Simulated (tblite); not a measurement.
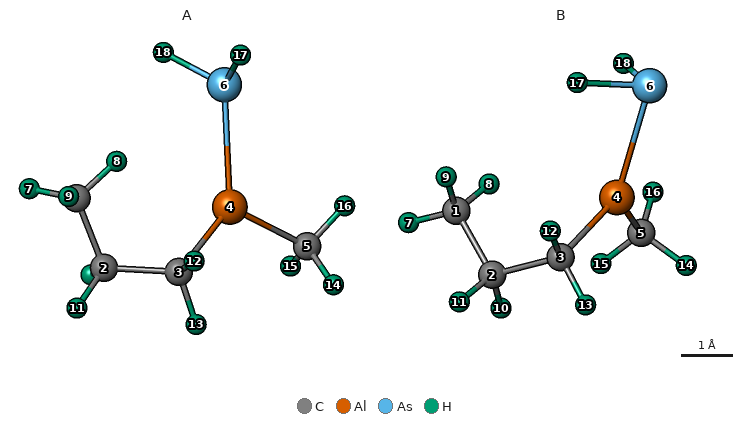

Two geometries of C4H12AlAs, drawn at one scale. One is the start of a relaxation, the other its converged end. Style: ball-and-stick. Shown at a tilt.

Theory: tblite, GFN2-xTB geometry optimisation, gas phase. 

Question: Which one is relaxed?

Answer: Structure B is the relaxed one. H18 moves most after the best rigid fit: 1.79 Å. By element the largest moves are H 1.79 Å, As 1.54 Å, C 0.86 Å, Al 0.61 Å. Some distances before and after: C2–C3 1.483 → 1.537 Å, C2–H10 1.140 → 1.093 Å, As6–H18 1.545 → 1.517 Å, C1–H7 1.113 → 1.088 Å. Bond angles that change, for instance: Al4–As6–H18 114.8° → 83.5°, Al4–As6–H17 115.0° → 84.1°, H17–As6–H18 115.6° → 88.4°. Groups turn about C3–Al4 by about 65°, Al4–C5 by about 40°, C1–C2 by about 25°. The energy falls by 30.6 kcal/mol in 207 geometry steps. The run took 2.8 s on 1 thread of Arm Neoverse N1, with other jobs on the host.
